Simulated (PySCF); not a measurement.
# TcOF₂: relaxation and vibrations of the quartet

The task is one start of a wider search on TcOF₂: the quartet, from a PBE0 minimum start. It is relaxed, tested by its Hessian and followed downhill if it is a saddle.

The runs use PySCF 2.14.0; PBE0, basis Tc def2-TZVP with ECP28, O def2-TZVP, F def2-TZVP, scalar-relativistic core potentials, no spin–orbit coupling, density fitting.

## (1) Where the work starts

4 atoms, charge 0, spin multiplicity 4.

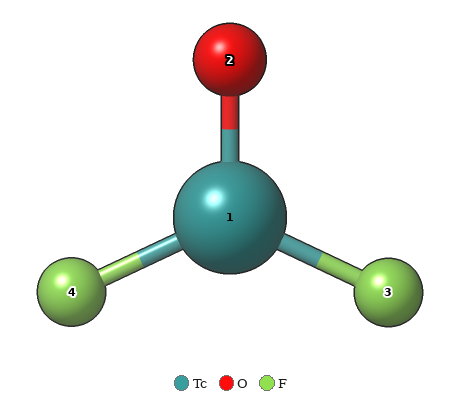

The starting geometry (technetium teal, oxygen red, fluorine green); atoms are numbered from 1 in the order of the file.

```xyz
4
charge 0 multiplicity 4
Tc    0.0221    0.0000    0.0000
O     1.6880    0.0000    0.0000
F    -0.7680   -1.6686    0.0000
F    -0.7680    1.6686    0.0000
```

## (2) Finding the electronic state

The steps below are one call of a driver around PySCF. For each, scf.py gives the equivalent set-up of the SCF; relaxations use the driver's own optimiser. After this first run the driver tries any further starts and a stability analysis.

scf.py

```python
from pyscf import gto, scf, dft
mol = gto.M(atom='''
Tc     0.022050    -0.000000     0.000000
O      1.688010     0.000000    -0.000000
F     -0.767980    -1.668630    -0.000000
F     -0.767980     1.668630    -0.000000''',
    basis={'Tc': 'def2-TZVP', 'O': 'def2-TZVP', 'F': 'def2-TZVP'},
    ecp={'Tc': 'def2-TZVP'},
    charge=0, spin=3)
mf = dft.UKS(mol, xc='PBE0')
mf.grids.atom_grid = (50, 194)
aux = {'Tc': 'def2-universal-JKFIT', 'O': 'def2-universal-JKFIT', 'F': 'def2-universal-JKFIT'}
mf = mf.density_fit(auxbasis=aux)
mf.conv_tol = 1e-08
mf.diis_space = 10
mf.max_cycle = 60
mf.init_guess = 'minao'
mf.verbose = 4
mf.kernel()
```

The run is started by

```
OMP_NUM_THREADS=4 python axn.py task.json out
```

The program printed:

```text
init E= -348.322763504894
[... the frontier-level lines of each cycle are left out ...]
cycle= 1 E= -355.374071268429  delta_E= -7.05  |g|= 0.862  |ddm|= 2.89
cycle= 2 E= -352.88253018143  delta_E= 2.49  |g|=  2.7  |ddm|= 1.46
cycle= 3 E= -355.529668407993  delta_E= -2.65  |g|= 0.513  |ddm|= 1.26
cycle= 4 E= -355.606067636701  delta_E= -0.0764  |g|= 0.236  |ddm|= 0.347
cycle= 5 E= -355.623200332175  delta_E= -0.0171  |g|= 0.0799  |ddm|= 0.147
cycle= 6 E= -355.62562705106  delta_E= -0.00243  |g|= 0.0168  |ddm|= 0.0546
cycle= 7 E= -355.625758272108  delta_E= -0.000131  |g|= 0.00349  |ddm|= 0.0111
cycle= 8 E= -355.625769909246  delta_E= -1.16e-05  |g|= 0.00168  |ddm|= 0.00446
cycle= 9 E= -355.62577370515  delta_E= -3.8e-06  |g|= 0.000477  |ddm|= 0.00268
cycle= 10 E= -355.625774350768  delta_E= -6.46e-07  |g|= 0.00021  |ddm|= 0.00138
cycle= 11 E= -355.625774437589  delta_E= -8.68e-08  |g|= 6.94e-05  |ddm|= 0.000452
cycle= 12 E= -355.625774453496  delta_E= -1.59e-08  |g|= 3.87e-05  |ddm|= 0.000245
cycle= 13 E= -355.625774454716  delta_E= -1.22e-09  |g|= 7.58e-06  |ddm|= 5.66e-05
Extra cycle  E= -355.625774454662  delta_E= 5.4e-11  |g|= 1.72e-05  |ddm|= 1.4e-05
converged SCF energy = -355.625774454662  <S^2> = 3.764177  2S+1 = 4.0070822
```

This step, with its further starts and checks, took 9.1 s on 4 threads of Intel Xeon 6975P-C (Granite Rapids), shared host.

The starts that the driver tried:

```tsv
start	energy (Eh)
the minimal-basis guess	-355.625774
a thermally smeared density	-355.625774
a smeared PBE density	-355.625774
```

The test of internal stability and the other starts found no lower solution of this spin.

## (3) Relaxing the quartet from the PBE0 minimum start

The program finds C2v symmetry in the start, which this walk keeps. Threshold on the gradient: 0.0003 Eh/bohr, with a further test on the energy change.

Changes to scf.py since step 2:

```diff
@@ -3,4 +3,4 @@
-Tc     0.022050    -0.000000     0.000000
-O      1.688010     0.000000    -0.000000
-F     -0.767980    -1.668630    -0.000000
-F     -0.767980     1.668630    -0.000000''',
+Tc     0.022052     0.000000     0.000000
+O      1.688012     0.000000     0.000000
+F     -0.767978    -1.668630     0.000000
+F     -0.767978     1.668630     0.000000''',
@@ -17 +16,0 @@
-mf.init_guess = 'minao'
```

Energy and gradient, step by step:

```tsv
step	energy (Eh)	change (kJ/mol)	largest symmetric gradient (Eh/bohr)
0	-355.625774	0.00	0.00063
1	-355.625780	-0.01	0.00024
2	-355.625788	-0.04	0.00018
3	-355.625788	-0.04	0.00006
```

The walk took 6.5 s.

Positions (Å) and forces (eV/Å) along the way:

```
step 0
Tc   0.022   0.000   0.000  -0.032   0.000   0.000
O    1.688   0.000   0.000   0.005   0.000   0.000
F   -0.768  -1.669   0.000   0.014  -0.007   0.000
F   -0.768   1.669   0.000   0.014   0.007   0.000
step 1
Tc   0.021   0.000   0.000  -0.012   0.000   0.000
O    1.687   0.000   0.000  -0.006   0.000   0.000
F   -0.767  -1.670   0.000   0.009  -0.004   0.000
F   -0.767   1.670   0.000   0.009   0.004   0.000
step 2
Tc   0.018   0.000   0.000  -0.007   0.000   0.000
O    1.684   0.000   0.000   0.009   0.000   0.000
F   -0.764  -1.672   0.000  -0.001  -0.002   0.000
F   -0.764   1.672   0.000  -0.001   0.002   0.000
step 3
Tc   0.018   0.000   0.000   0.003   0.000   0.000
O    1.684   0.000   0.000  -0.003   0.000   0.000
F   -0.764  -1.673   0.000   0.000   0.001   0.000
F   -0.764   1.673   0.000   0.000  -0.001   0.000
```

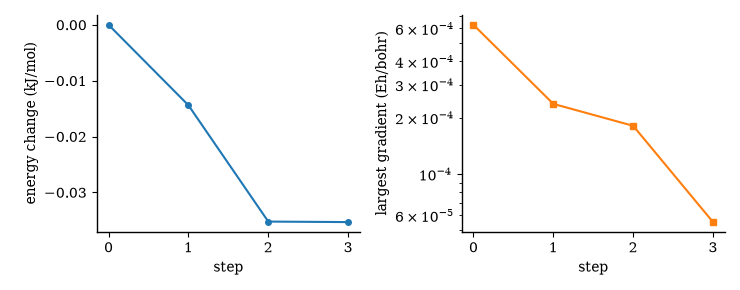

How energy and gradient fall.

End point (C2v, 3 steps, 0.0 kJ/mol gained): Tc–F 1.846 Å (×2), Tc–O 1.666 Å; F–Tc–F 129.9°, F–Tc–O 115.1° (×2).

## (4) Hessian and properties

The point is checked on the finer grid, and tightened if its gradient asks for it. The Hessian and the dipole derivatives come from central differences of analytic gradients, with steps of 0.02 bohr.

Changes to scf.py since step 3:

```diff
@@ -3,4 +3,4 @@
-Tc     0.022052     0.000000     0.000000
-O      1.688012     0.000000     0.000000
-F     -0.767978    -1.668630     0.000000
-F     -0.767978     1.668630     0.000000''',
+Tc     0.024098     0.000000     0.000000
+O      1.690067     0.000000     0.000000
+F     -0.765959    -1.668596     0.000000
+F     -0.765959     1.668596     0.000000''',
@@ -11 +11 @@
-mf.grids.atom_grid = (50, 194)
+mf.grids.atom_grid = (75, 302)
@@ -14 +14 @@
-mf.conv_tol = 1e-08
+mf.conv_tol = 1e-10
```

This SCF starts from the last density.

Log of the central SCF (cycles and frontier levels):

```text
init E= -355.625720534709
[... the frontier-level lines of each cycle are left out ...]
cycle= 1 E= -355.625720534613  delta_E= 9.61e-11  |g|= 1.95e-05  |ddm|= 1.45e-05
cycle= 2 E= -355.625720534112  delta_E= 5.01e-10  |g|= 4.32e-05  |ddm|= 3.02e-05
cycle= 3 E= -355.62572053473  delta_E= -6.18e-10  |g|= 5.78e-06  |ddm|= 2.09e-05
cycle= 4 E= -355.625720534742  delta_E= -1.22e-11  |g|= 5.96e-07  |ddm|= 2.64e-06
Extra cycle  E= -355.625720534744  delta_E= -1.59e-12  |g|= 1.04e-06  |ddm|= 9.12e-07
converged SCF energy = -355.625720534744  <S^2> = 3.7641791  2S+1 = 4.0070833
```

The whole step took 49 s.

Geometry: C2v; Tc–F 1.846 Å (×2), Tc–O 1.666 Å; F–Tc–F 129.3°, F–Tc–O 115.3° (×2).

Modes, for the most abundant isotopes:

| symmetry | ω (cm⁻¹) | IR (km/mol) |
| --- | --- | --- |
| b1 | 160 | 26.5 |
| a1 | 174 | 8.0 |
| b2 | 256 | 4.2 |
| a1 | 663 | 66.9 |
| b2 | 715 | 194 |
| a1 | 1050 | 132 |

No imaginary mode, so this is a minimum.

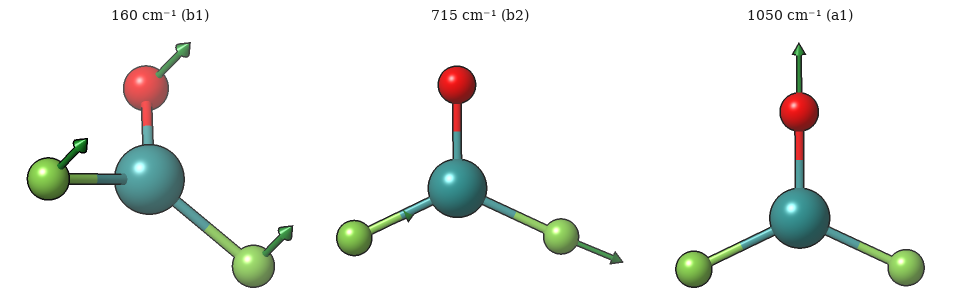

Displacements of 3 of the modes, as arrows (one member where a mode is degenerate).

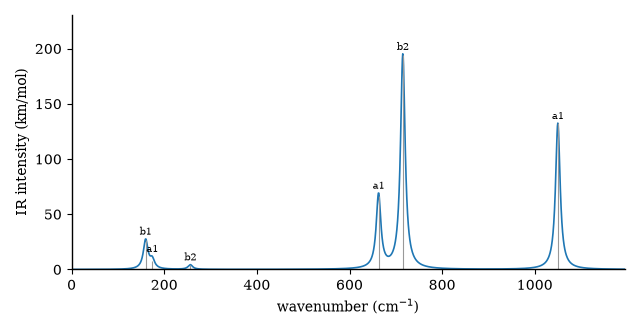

The harmonic infrared spectrum (widths in cm⁻¹). Lines are broadened to a width of 12 cm⁻¹ (Lorentzian).

Constants and moments:

| Quantity | Value |
| --- | --- |
| Dipole moment | 0.73 D |
| Highest occupied level | -7.43 eV |
| Lowest empty level | -3.89 eV |
| Rotational constants | 0.2478, 0.1593, 0.09698 cm⁻¹ |
| Zero-point energy | 18.1 kJ/mol |
| Principal polarisabilities | 25.9, 34.4, 40.6 bohr³ |
| Atomisation energy without zero-point energy | 1470 kJ/mol |
| Principal traceless quadrupole moments about the centre of mass | -5.61, -2.41, 8.02 D Å |
| Entropy at 298.15 K and 1 bar (electronic part: spin only) | 315.0 J/(mol K) |
| Heat capacity Cp at 298.15 K | 64.8 J/(mol K) |
| Enthalpy at 298.15 K above 0 K | 15.09 kJ/mol |
| Rotational symmetry number | 2 |
| Spin squared ⟨S²⟩ | 3.764 |

Charges (e) and bond orders:

```json
{"atom": "Tc1", "Mulliken": "1.50", "Löwdin": "0.85", "polar tensor": "1.93", "spin (Mulliken)": "2.68", "Mayer order to Tc1": "–"}
{"atom": "O2", "Mulliken": "-0.53", "Löwdin": "-0.28", "polar tensor": "-0.65", "spin (Mulliken)": "0.20", "Mayer order to Tc1": "1.92"}
{"atom": "F3,4", "Mulliken": "-0.49", "Löwdin": "-0.29", "polar tensor": "-0.64", "spin (Mulliken)": "0.06", "Mayer order to Tc1": "0.77"}
```

Outer orbital energies (eV). α occupied: -13.33, -12.37, -12.34, -11.74, -10.76, -8.93, -8.82, -7.43; empty: -2.71, -2.14, -0.48, -0.14. β occupied: -14.03, -13.01, -12.60, -12.29, -12.26, -11.45, -10.77, -10.76; empty: -3.89, -3.48, -2.61, -1.72.

Mulliken populations on Tc1 (outside its core potential): s 2.29, p 6.20, d 4.96, f 0.05.

## (5) What came out

```
                                          quantity                                                               value
                                           minimum                                                        quartet, C2v
                                          geometry  Tc–F 1.846 Å (×2), Tc–O 1.666 Å; F–Tc–F 129.3°, F–Tc–O 115.3° (×2)
                                wavenumbers (cm⁻¹)         160 (b1), 174 (a1), 256 (b2), 663 (a1), 715 (b2), 1050 (a1)
                                     dipole moment                                                              0.73 D
highest occupied, lowest empty level (either spin)                                                     -7.43, -3.89 eV
                        polar-tensor charge of Tc1                                                             +1.93 e
                                 zero-point energy                                                         18.1 kJ/mol
                               entropy at 298.15 K                                                     315.0 J/(mol K)
         atomisation energy (no zero-point energy)                                                         1470 kJ/mol
                                              ⟨S²⟩                                                               3.764
```

The molecule stays C2v, as typed, and the end point is a minimum. The strongest infrared band lies at 715 cm⁻¹ (b2, stretch). Most of the spin sits on Tc1 (Mulliken spin 2.68, against 3 for the whole molecule). Only this shape and spin were tried, so other structures or states may lie lower. One determinant may miss the lowest occupation of an open d or f shell.

The search up to here took 65 s.
